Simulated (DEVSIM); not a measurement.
Structure: W/SiO2/p-GaAs capacitor, at 300 K.

| layer (left to right) | material | thickness (nm) | Na (cm⁻³) |
|---|---|---|---|
| 1 | SiO2 | 5.70 | - |
| 2 | GaAs | 890 | 5.2e16 |

Metal gate on the left, work function 4.6 eV. Fixed charge at the semiconductor interface 2.2e10 cm⁻² (in units of +e); interface traps 4.2e10 cm⁻² eV⁻¹, uniform in energy, neutral level at 0.5 of the gap above the valence band.

Constants are typed, rounded textbook-type inputs, not results; the design itself was drawn at random and stands for no fabricated device. Values at 300 K.

```tsv
parameter	SiO2	GaAs
gap (eV)	9	1.424
affinity (eV)	0.9	4.07
permittivity	3.9	12.9
Nc (cm⁻³)	-	4.7e17
Nv (cm⁻³)	-	9e18
```

Simulated with DEVSIM: 1D Poisson equation in equilibrium, Boltzmann statistics, complete ionisation; no quantum confinement or tunnelling. Metal contacts follow the ideal Schottky-Mott rule: no Fermi-level pinning, no interface dipoles.

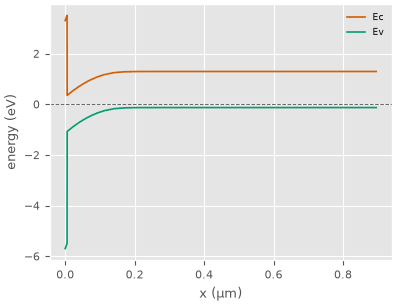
Band edges at 0.4 V on the gate

Energies count from the Fermi level of the right contact; mesh points crowd at the junctions.

| x (μm) | Ec (eV) | Ev (eV) | n (cm⁻³) | p (cm⁻³) | field (V/cm) |
|---|---|---|---|---|---|
| 0.000 | 3.300 | -5.700 | < 1e2 | < 1e2 | 380000 |
| 0.0009133 | 3.335 | -5.665 | < 1e2 | < 1e2 | 380000 |
| 0.002243 | 3.385 | -5.615 | < 1e2 | < 1e2 | 380000 |
| 0.003950 | 3.450 | -5.550 | < 1e2 | < 1e2 | 380000 |
| 0.005414 | 3.506 | -5.494 | < 1e2 | < 1e2 | 380000 |
| 0.006282 | 0.353 | -1.071 | 5.5e11 | < 1e2 | 120000 |
| 0.007969 | 0.372 | -1.052 | 2.6e11 | < 1e2 | 110000 |
| 0.01253 | 0.424 | -1.000 | 3.6e10 | 140 | 110000 |
| 0.02025 | 0.507 | -0.917 | 1.4e9 | 3500 | 110000 |
| 0.03441 | 0.649 | -0.775 | 6000000 | 840000 | 95000 |
| 0.06133 | 0.877 | -0.547 | 860 | 5.9e9 | 75000 |
| 0.1413 | 1.247 | -0.177 | < 1e2 | 9.5e15 | 18000 |
| 0.2646 | 1.291 | -0.133 | < 1e2 | 5.2e16 | 46 |
| 0.4937 | 1.291 | -0.133 | < 1e2 | 5.2e16 | ≈ 0 |
| 0.7295 | 1.291 | -0.133 | < 1e2 | 5.2e16 | ≈ 0 |
| 0.8088 | 1.291 | -0.133 | < 1e2 | 5.2e16 | ≈ 0 |
| 0.8506 | 1.291 | -0.133 | < 1e2 | 5.2e16 | ≈ 0 |
| 0.8725 | 1.291 | -0.133 | < 1e2 | 5.2e16 | ≈ 0 |
| 0.8868 | 1.291 | -0.133 | < 1e2 | 5.2e16 | ≈ 0 |
| 0.8915 | 1.291 | -0.133 | < 1e2 | 5.2e16 | ≈ 0 |
| 0.8941 | 1.291 | -0.133 | < 1e2 | 5.2e16 | ≈ 0 |
| 0.8957 | 1.291 | -0.133 | < 1e2 | 5.2e16 | ≈ 0 |
